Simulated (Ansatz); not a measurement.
```tsv
atom	x (Å)	y (Å)	z (Å)
N	-0.3016	1.5591	-0.6024
B	0.3732	0.3531	-0.3729
O	1.6010	0.2117	-0.9624
Si	-0.4859	-1.1020	0.8008
H	0.0939	2.2793	-1.1683
H	-1.1963	1.7785	-0.2299
H	2.0359	-0.6088	-0.7919
H	-0.6833	-2.3622	0.0437
H	-1.8072	-0.6742	1.3177
H	0.3702	-1.4345	1.9657
```

Computed with RHF/6-31G* in Ansatz.

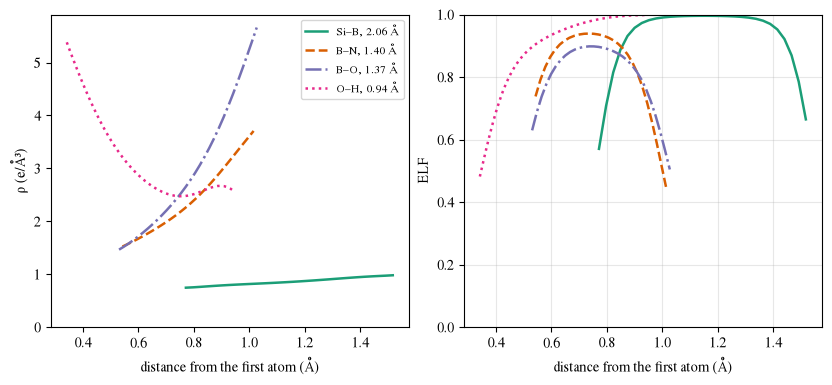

BH₆NOSi. Total electron density and ELF along straight lines between neighbouring atoms. The curves leave out the atomic cores.

> What can be read from the curves?

Si–B (2.06 Å): ρ at the midpoint is about 0.82 e/Å³; the ELF peaks at about 1 between the atoms: a covalent bond.
B–N (1.40 Å): ρ at the midpoint is about 2 e/Å³; the ELF peaks at about 0.95 between the atoms (a polar covalent bond).
B–O (1.37 Å): ρ at the midpoint is about 2.1 e/Å³; the ELF peaks at about 0.90 between the atoms (a polar covalent bond).
O–H (0.94 Å): ρ at the midpoint is about 3.8 e/Å³; the ELF climbs to about 1 towards the hydrogen, as it does in any bond to H; a covalent bond by its length.
